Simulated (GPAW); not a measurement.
# Near-edge structure at the Al K edge of Al2Pd (Fm-3m), part 3 of 3

Aim: the near-edge shape at the Al K edge of Al2Pd (Fm-3m), and what the core hole does to it.

GPAW 26.7.0; X-ray absorption from dipole matrix elements to empty bands, plane-wave PAW LDA.

So far. Step 5 (Spectrum with XCH, Al atom 2): The total-energy difference is 1563.30 eV. One term is added: -13.88 eV, since the hole is spin-paired here and a spin-polarised one costs that much less in the free atom (computed apart). The photon energy is then 1549.42 eV. The tabulated edge of the element is 1559 eV. The functional leaves an error in such absolute values: in the free atom LDA prices this hole 7.2 eV below PBE (computed apart), and PBE is itself good to a few eV.

## 8. Spectrum with XCH, Al atom 2

A smaller cell brings the holes closer; here they are 4.2 Å apart.

Changed against the first core-hole run: supercell atoms from 18 to 9; the field's mesh follows (3×3×3 to 4×4×4).

xas.py

```python
import numpy as np
from ase import Atoms
from ase.parallel import parprint, paropen
from gpaw import GPAW, PW, FermiDirac, Mixer, MixerDif, setup_paths
from gpaw.test import gen
setup_paths.insert(0, '.')
gen('Al', name='fch1s', xcname='LDA', corehole=(1, 0, 1), write_xml=True)
from gpaw.mpi import world
world.barrier()

atoms = Atoms('Pd3Al6',
    cell=[[0, -2.94953557, -2.94953557],
     [0, -2.94953557, 2.94953557],
     [-8.8486067, 0, 2.94953557]],
    scaled_positions=[[0, 0, 0],
     [0.66666667, 0.33333333, 0.33333333],
     [0.33333333, 0.66666667, 0.66666667],
     [0.25, 0.25, 0.5],
     [0.91666667, 0.58333333, 0.83333333],
     [0.58333333, 0.91666667, 0.16666667],
     [0.41666667, 0.08333333, 0.83333333],
     [0.08333333, 0.41666667, 0.16666667],
     [0.75, 0.75, 0.5]],
    pbc=True)
atoms.calc = calc = GPAW(legacy_gpaw=True, mode=PW(430), xc='LDA', setups={3: 'fch1s'},
    kpts={'size': (4, 4, 4), 'gamma': True}, occupations=FermiDirac(0.1),
    charge=-1, mixer=Mixer(0.1, 5, 50), maxiter=150,
    convergence={'density': 0.0001}, txt='scf.txt')
energy = atoms.get_potential_energy() + calc.get_reference_energy()
ef = calc.get_fermi_level()
out = dict(energy=energy, fermi=ef, forces=atoms.get_forces().tolist())
parprint(f'all-electron energy {energy:.4f} eV, Fermi level {ef:.4f} eV')
ev = np.array([[calc.get_eigenvalues(k, s) for k in range(len(calc.get_ibz_k_points()))] for s in range(calc.get_number_of_spins())])
out['homo'], out['lumo'], out['counts'] = ev[ev < ef].max(), ev[ev > ef].min(), sorted(set((ev < ef).sum((0, 2)).tolist()))
out['filled'] = (ev[:, 0] < ef).sum(1).tolist()

from ase.units import Ha
from gpaw.xas import dipole_matrix_elements
nb = int(calc.get_number_of_electrons() / 2) + 110
top, nb = nb, nb + 8 + nb // 12
nscf = calc.fixed_density(kpts={'size': (5, 5, 5), 'gamma': True}, nbands=nb,
    convergence={'bands': top, 'eigenstates': 1e-5}, maxiter=60, txt='nscf.txt')
cell = atoms.cell.array
ops = [cell.T @ U.T @ np.linalg.inv(cell.T) for U in nscf.wfs.kd.symmetry.op_scc]
E = np.arange(-6, 34, 0.1)
fwhm = np.interp(E, [4, 25], [0.9, 3.5])
Y, X, zero, highest = 0, 0, 1e9, 1e9
for spin in range(nscf.get_number_of_spins()):
    wfs = nscf.wfs
    A = dipole_matrix_elements(wfs.setups[3])
    eps = np.zeros((wfs.kd.nibzkpts, nb))
    d = np.zeros((3, A.shape[1], wfs.kd.nibzkpts, nb), complex)
    for kpt in wfs.kpt_u:
        if kpt.s == spin and 3 in kpt.P_ani:
            eps[kpt.k] = kpt.eps_n * Ha
            d[:, :, kpt.k] = (kpt.weight * wfs.nspins / 2) ** 0.5 * np.inner(A, kpt.P_ani[3])
    world.sum(eps)
    world.sum(d)
    T = np.einsum('amkn,bmkn->abkn', d, d.conj()).real
    T = sum(np.einsum('ai,ijkn,bj->abkn', R, T, R) for R in ops) / len(ops)
    empty = eps > ef
    zero, highest = min(zero, eps[empty].min()), min(highest, eps[:, top - 1].min())
    lines = [(eps, T, empty)] if spin == 0 else lines + [(eps, T, empty)]
for eps, T, empty in lines:
    f = np.einsum('aakn->akn', T).reshape(3, -1)
    x = eps.ravel() - zero
    w = np.interp(x, E, fwhm) / 2.35482
    g = np.exp(-0.5 * ((E[:, None] - x) / w) ** 2) / (w * (2 * np.pi) ** 0.5)
    Y = Y + (f * empty.ravel()) @ g.T
    X = X + (f * ~empty.ravel()) @ g.T
out.update(E=E.round(2).tolist(), xas=Y.tolist(), xes=X.tolist(), zero=zero, valid=highest - zero, nk=len(eps), nb=nb)
for i in range(0, len(E), 10):
    parprint(f'{E[i]:7.2f}', *(f'{v:10.3e}' for v in Y[:, i]))
import json
with paropen('out.json', 'w') as f:
    json.dump(out, f)
```

On the command line:

```
$ OMP_NUM_THREADS=1 mpirun -n 4 gpaw python xas.py
```

Numbers of over 12 decimals in the logs are rounded to 6 here.

The log of the run:

```text
Input parameters:
  charge: -1
  convergence: {density: 0.0001}
  kpts: {gamma: True,
         size: (4, 4, 4)}
  maxiter: 150
  mixer: {backend: pulay,
          beta: 0.1,
          method: separate,
          nmaxold: 5,
          weight: 50}
  mode: {ecut: 430.0,
         name: pw}
  occupations: {fixmagmom: False,
                name: fermi-dirac,
                width: 0.1}
  setups: {3: fch1s}

Initialize ...

[...]
warnings.warn('Using symmetrized grid: ({},{},{}).\n'.format(*N_c))
<dir> UserWarning: Using symmetrized grid: (45,45,45).

  warnings.warn('Using symmetrized grid: ({},{},{}).\n'.format(*N_c))
<dir> UserWarning: Using symmetrized grid: (45,45,45).

  warnings.warn('Using symmetrized grid: ({},{},{}).\n'.format(*N_c))
all-electron energy -449247.8820 eV, Fermi level 6.9063 eV
[...]
32.00  7.313e-06  7.312e-06  7.312e-06
  33.00  7.468e-06  7.439e-06  7.439e-06
[key lines of the parts left out:]
Converged after 19 iterations.
Dipole moment: (0.000000, 0.049394, -0.000000) |e|*Ang
Free energy:    -56.212327
Fermi level: 6.90633
```

Wall time 6 min (4 MPI ranks of Arm Neoverse N1, shared host); peak memory 0.45 GiB.

These settings depart from the first run's and aren't meant as converged.

Against the first run the r.m.s. difference is 10 %. The highest intensity below 16 eV goes from 4.7 eV (1.96) to 4.5 eV (1.98).

```
E (eV)  first run  this run
  -2.0       0.00      0.00
  -0.5       0.09      0.06
   1.0       0.65      0.56
   2.5       0.56      0.58
   4.0       1.34      1.54
   5.5       1.81      1.84
   7.0       1.38      1.31
   8.5       1.11      1.18
  10.0       1.02      0.85
  11.5       0.79      0.77
  13.0       0.98      1.11
  14.5       0.94      0.92
  16.0       0.88      0.89
  17.5       0.79      0.81
  19.0       0.68      0.66
  20.5       0.58      0.55
  22.0       0.54      0.50
  23.5       0.49      0.46
  25.0       0.52      0.59
  26.5       0.73      0.84
  28.0       0.99      1.06
  29.5       1.08      1.07
  31.0       1.02      1.00
```

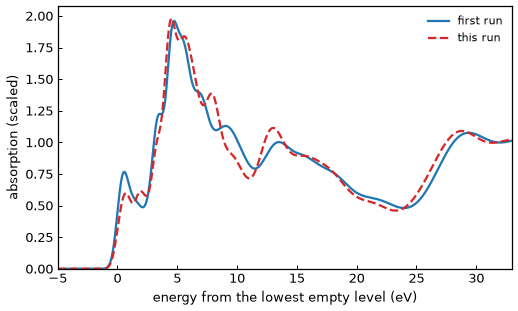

This run beside the first core-hole run.

## 9. What the core hole does

Both curves are counted from their own zero, so only the shift of weight within the empty states shows.

```csv
E (eV),no hole,XCH
-2.0,0.00,0.00
-1.0,0.00,0.00
0.0,0.35,0.45
1.0,0.60,0.65
2.0,0.24,0.49
3.0,0.47,0.96
4.0,0.68,1.34
5.0,1.13,1.91
6.0,1.29,1.59
7.0,1.46,1.38
8.0,1.29,1.11
9.0,1.28,1.13
10.0,1.29,1.02
11.0,1.04,0.83
12.0,1.03,0.83
13.0,1.02,0.98
14.0,1.10,0.98
15.0,1.23,0.92
16.0,1.13,0.88
17.0,1.06,0.81
18.0,1.04,0.76
19.0,0.93,0.68
20.0,0.82,0.60
21.0,0.74,0.57
22.0,0.66,0.54
23.0,0.57,0.50
24.0,0.50,0.48
25.0,0.50,0.52
26.0,0.56,0.65
27.0,0.67,0.83
28.0,0.81,0.99
29.0,0.93,1.07
30.0,1.00,1.06
31.0,1.02,1.02
32.0,1.03,1.00
```

With each curve scaled to its own mean, the area from −2 to 6 eV with the hole is 6.7 against 4.1, and the centre of weight from −1 to 20 eV moves by -1.4 eV: the hole pulls the absorber's empty states down.

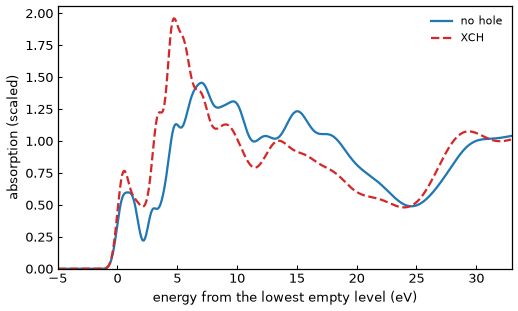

The Al K edge with and without the core hole, each from its own zero; the highest intensity below 16 eV lies at 4.7 eV with the hole.

## 10. Results

```json
{"absorber and edge": "Al K, atom 2 of the ground-state input (counted from 1)", "surroundings": "4 Pd at 2.55 Å and 6 Al at 2.95 Å (10-fold, site symmetry -43m)", "highest intensity below 16 eV": "4.7 eV above the zero, height 1.96", "photon energy of the zero, with the added terms": "1549.4 eV (raw 1563.3 eV; LDA puts this hole about 7 eV below PBE, itself good to a few eV)"}
```

What this shows: The Al K edge of atom 2, with 4 Pd at 2.55 Å and 6 Al at 2.95 Å (10-fold, site symmetry -43m), has its highest intensity of the first 16 eV at 4.7 eV above the zero, near 1554 eV in photon energy (LDA puts this hole about 7 eV below PBE, itself good to a few eV), 2.0 times the mean level of the first 20 eV (Gaussian full width 0.9 eV up to 4 eV, rising linearly to 3.5 eV at 25 eV). With each curve scaled to its own mean, the area from −2 to 6 eV with the hole is 6.7 against 4.1, and the centre of weight from −1 to 20 eV moves by -1.4 eV: the hole pulls the absorber's empty states down. Changing the core hole to FCH alters the shape by 4 % r.m.s., so the result is insensitive to this choice. A cell with holes 4.2 Å apart changes the curve by 10 % r.m.s. (10 % after the best shift). The mesh is coarse (0.31 Å⁻¹ between points), so small maxima may be mesh ripples. The structure is a computed Materials Project entry and may be a hypothetical form.

[Banner, clock and machine lines of the logs are left out without a mark of their own.]

[Logs are printed without paths, hosts, clocks, repeated set-up lines and the standing remarks that a program may print on its own settings, such as how far it seeks lower states.]

[Hosts, paths, dates, database ids (printed as entryN), source tags and the programs' standing remarks are cut or masked in the printed files.]

[Lists of maxima count a maximum above −3 eV only where it reaches 4 % of the highest in the window and stands out from its surroundings by 2 % of it (1.5 % where it reaches 55 %); shoulders and weaker maxima are passed over, and of the rest the first, up to two pre-edge ones and the few strongest are named.]
